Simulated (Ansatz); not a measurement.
# Calculations on Si2H7Cl

### Relaxation

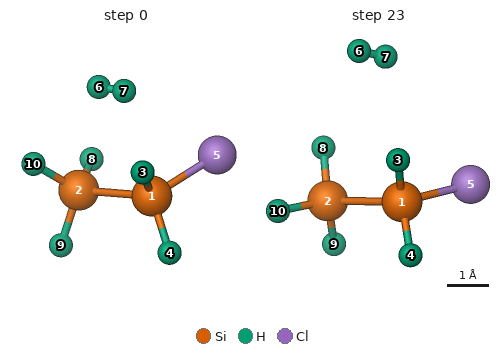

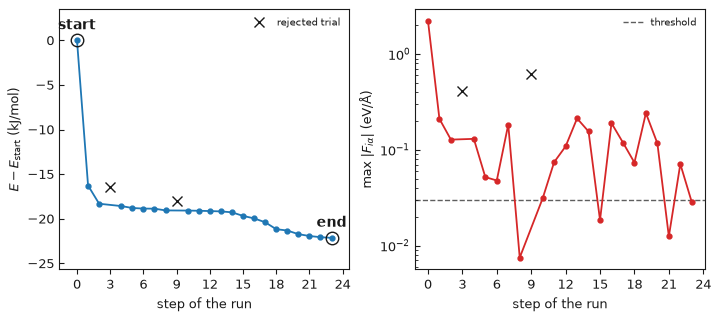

First and last geometry of a relaxation of Si₂H₇Cl, with the history of the run. The picture is a ball-and-stick view, seen at a tilt.

The run prepares an end point of a later path (reaction) calculation, from a guessed geometry.

Level of theory: RKS PBE0/def2-SVPD in Ansatz 0.2.0.

Input
```yaml
crystal:
  periodic: [false, false, false]
  atoms:
    - { symbol: Si, position_ang: [-0.784115, 0.841923, 0.476586] }
    - { symbol: Si, position_ang: [0.020142, -1.250545, 0.189771] }
    - { symbol: H, position_ang: [-1.304039, 1.430684, -0.792148] }
    - { symbol: H, position_ang: [-1.871427, 0.873607, 1.49561] }
    - { symbol: Cl, position_ang: [0.704588, 2.140983, 1.172699] }
    - { symbol: H, position_ang: [1.431236, 0.261839, -1.584028] }
    - { symbol: H, position_ang: [1.23451, 0.896042, -1.354477] }
    - { symbol: H, position_ang: [1.455346, -1.308228, 0.587304] }
    - { symbol: H, position_ang: [-0.758513, -2.204115, 1.040493] }
    - { symbol: H, position_ang: [-0.127628, -1.682191, -1.231808] }
basis:
  gaussian: { orbitals: def2-SVPD }
hamiltonian:
  xc: pbe0
relax:
  f_tol: 0.03
  max_steps: 50
output:
  orbitals: {}
```

Command:
```bash
ansatz run input.yaml --threads 4 --pin off --max-ram 5120MiB --backend cpu --events-out ev --progress --plain --runs-dir out
```

Q: Did the run converge, and what did it change?

A: It converged. The atom that moves furthest after the best rigid fit is H10 (1.19 Å). Largest moves by element: H 1.19 Å, Cl 0.77 Å, Si 0.28 Å. Near-neighbour distances that change, for instance: Si1–Si2 2.260 → 2.347 Å, H6–H7 0.703 → 0.760 Å. Bond angles that change, for instance: Si2–Si1–Cl5 111.3° → 108.1°. Groups turn about Si1–Si2 by about 60°. Over 21 accepted moves (23 points after the start) the energy falls by 22.1 kJ/mol. Largest force component: 2.2 eV/Å at the start, 0.028 eV/Å at the end. The line search rejected the trial steps at points 3, 9 of the run. The forces were under the threshold at step 8, but the run went on from there.

Limits of the set-up: the start holds two separate molecules, 2.5 Å apart at their closest, whose relative position is a soft coordinate and is computed without a dispersion correction.

### Relaxation

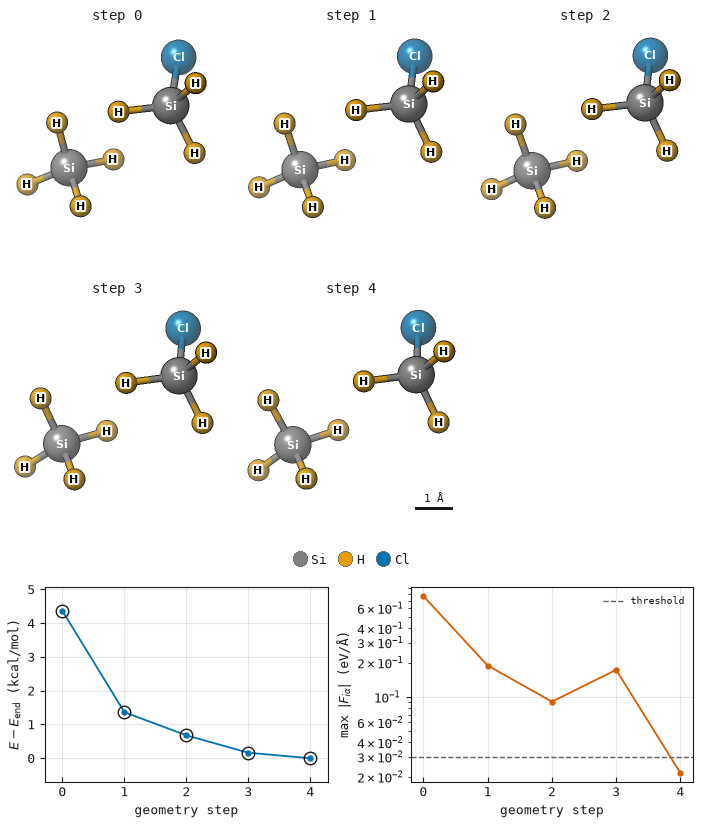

Frames of a relaxation of Si2H7Cl, marked on the history of the run. Style: ball-and-stick. Shown from a free direction.

The run prepares an end point of a later path (reaction) calculation, from a guessed geometry.

Theory: RKS PBE0/def2-SVPD (Ansatz 0.2.0). Set-up: no spin polarisation; force threshold 0.03 eV/Å; at most 50 steps.

Question: What happens along the run?

Answer: Over 4 geometry steps the energy falls by 4.37 kcal/mol. Largest force component: 0.77 eV/Å at the start, 0.022 eV/Å at the end. An H atom moves most after the best rigid fit: 0.69 Å. Largest moves by element: H 0.69 Å, Si 0.35 Å, Cl 0.20 Å. Near-neighbour distances that change, for instance: H–Si 1.449 → 1.493 Å, Cl–Si 2.088 → 2.083 Å. Bond angles that change, for instance: H–Si–H 111.5° → 109.3°. Cost: 17 s on 4 threads of Arm Neoverse N1 (shared host), peak memory 0.32 GiB. From step 0 to 1: an H atom moves most (0.19 Å), energy −3.00 kcal/mol. From step 1 to 2: an H atom moves most (0.10 Å), energy −0.68 kcal/mol. From step 2 to 3: an H atom moves most (0.20 Å), energy −0.52 kcal/mol. From step 3 to 4: an H atom moves most (0.20 Å), energy −0.16 kcal/mol.

### Path

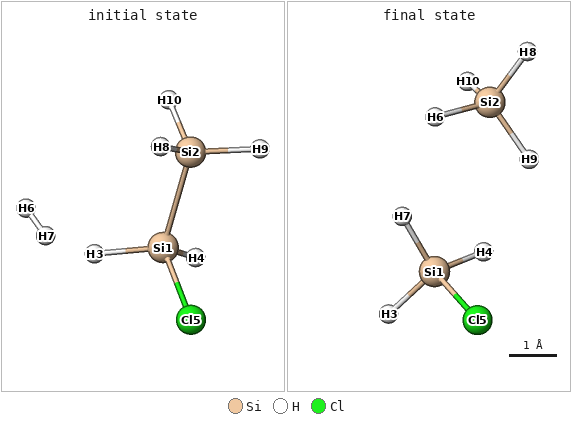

The two relaxed end points of a path for Si2H7Cl, made up at the start of Si2H5Cl and H2. A ball-and-stick model, seen at a tilt.

Method: RKS PBE0/def2-SVPD in Ansatz.

Settings: 9 movable images; climbing image; force threshold 0.05 eV/Å; iteration limit 60.

Start:
```xyz
10

Si   -0.9297    0.7913    0.5050
Si   -0.1432   -1.4150    0.3538
H    -0.9208    1.4901   -0.8117
H    -2.2991    0.8659    1.0916
Cl    0.3477    1.8525    1.7806
H     1.8438    0.8582   -2.2590
H     2.0560    1.2167   -1.6235
H     1.2648   -1.4269   -0.1434
H    -0.2063   -2.0552    1.7021
H    -1.0132   -2.1777   -0.5957
```

End:
```xyz
10

Si   -0.9966    1.8384    0.2026
Si    0.9084   -1.8688   -0.3049
H    -1.5803    3.1146   -0.2860
H    -2.0550    0.9322    0.7235
Cl    0.3097    2.2789    1.7645
H     1.9000   -0.9968   -1.0009
H    -0.2164    1.1766   -0.8760
H     1.5182   -3.2080   -0.0586
H     0.5190   -1.2462    0.9944
H    -0.3070   -2.0209   -1.1586
```

Q: What barrier does the band find between them, and by what path?

A: The energy climbs by 2.91 eV to image 6 and then falls by 3.12 eV, so the end point sits at −0.21 eV. Breaking: H6–H7 (0.76 → 1.06 at the top → 3.04 Å), Si1–Si2 (2.35 → 2.70 at the top → 4.20 Å). Forming: Si1–H7 (3.69 → 1.96 at the top → 1.49 Å), Si2–H6 (3.99 → 1.74 at the top → 1.49 Å). The band converged in 26 iterations, with a climbing image at the top.

Energies of the converged images:

| image | path (Å) | E (eV) |
| --- | --- | --- |
| 0 | 0.00 | 0.000 |
| 1 | 0.72 | 0.004 |
| 2 | 1.45 | 0.004 |
| 3 | 2.17 | 0.039 |
| 4 | 2.89 | 0.314 |
| 5 | 3.62 | 1.257 |
| 6 | 4.34 | 2.910 |
| 7 | 5.07 | 0.997 |
| 8 | 5.79 | 0.047 |
| 9 | 6.52 | -0.177 |
| 10 | 7.25 | -0.205 |

The geometry at the top of the path:

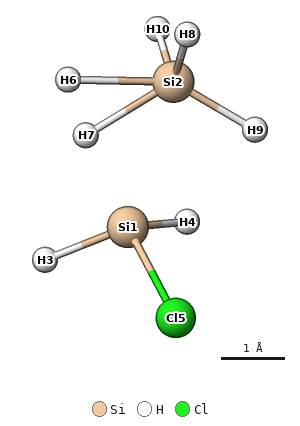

Limits of the set-up: the start holds two separate molecules, 3.1 Å apart at their closest, whose relative position is a soft coordinate and is computed without a dispersion correction.
